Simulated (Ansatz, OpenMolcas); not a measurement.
CH7NOSi (SMILES OCN[SiH3]): the energy, rung by rung

CH7NOSi has 11 atoms, charge 0, and is taken as a singlet. As SMILES, `OCN[SiH3]`. The shape is that of a PBE0-D4/def2-TZVP optimisation. This is one conformer, not always the lowest.

```xyz
11

O    -1.2080    1.8085   -0.6684
C    -0.0098    1.1978   -0.2606
N     0.0215   -0.2043   -0.5522
Si    0.4725   -1.4259    0.5712
H    -1.9307    1.2911   -0.2993
H     0.7769    1.7531   -0.7813
H     0.1508    1.3206    0.8204
H     0.0332   -0.4105   -1.5397
H    -0.2127   -1.1405    1.8601
H     1.9344   -1.5155    0.8581
H     0.0371   -2.7316    0.0127
```

Each level gives the energy change with the N3–H8 bond stretched from 1.009 to 1.513 Å (eV). The values are calculated.

| level | kind | program | value (eV) | less CCSD(T)/cc-pVDZ | CPU time (all runs) |
| --- | --- | --- | --- | --- | --- |
| HF/cc-pVDZ (restricted) | Hartree–Fock | OpenMolcas | 2.66 | +0.48 | 22 s |
| PBE/cc-pVDZ (restricted) | GGA | Ansatz | 2.02 | -0.16 | 8.8 s |
| revPBE/cc-pVDZ (restricted) | GGA | OpenMolcas | 2.01 | -0.17 | 1.7 min |
| TPSS/cc-pVDZ (restricted) | meta-GGA | OpenMolcas | 2.04 | -0.14 | 2.5 min |
| BHLYP/cc-pVDZ (restricted) | global hybrid | OpenMolcas | 2.44 | +0.26 | 1.8 min |
| wB97M-V/cc-pVDZ (restricted) | range-separated hybrid | Ansatz | 2.27 | +0.09 | 72 s |
| B2PLYP/cc-pVDZ (restricted) | double hybrid | OpenMolcas | 2.23 | +0.05 | 80 s |
| RPA@PBE0/cc-pVDZ (restricted) | RPA | Ansatz | 2.20 | +0.02 | 18 s |
| MP2/cc-pVDZ (restricted) | perturbation theory | OpenMolcas | 2.28 | +0.10 | 19 s |
| CCSD(T)/cc-pVDZ (restricted) | coupled cluster or CI | Ansatz | 2.18 | 0.00 | 44 s |

CCSD(T)/cc-pVDZ (restricted) is the highest level here, not the true value. The first shape isn't each level's own minimum. The values span 2.01 to 2.66 eV. CPU times are rough (shared hosts, several kinds of processor and program).

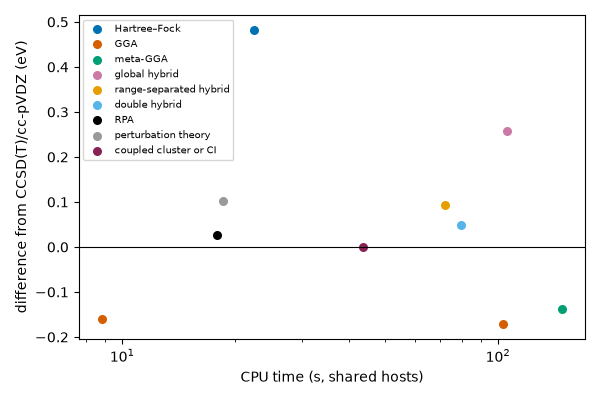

Difference from CCSD(T)/cc-pVDZ against processor time, one point a level.
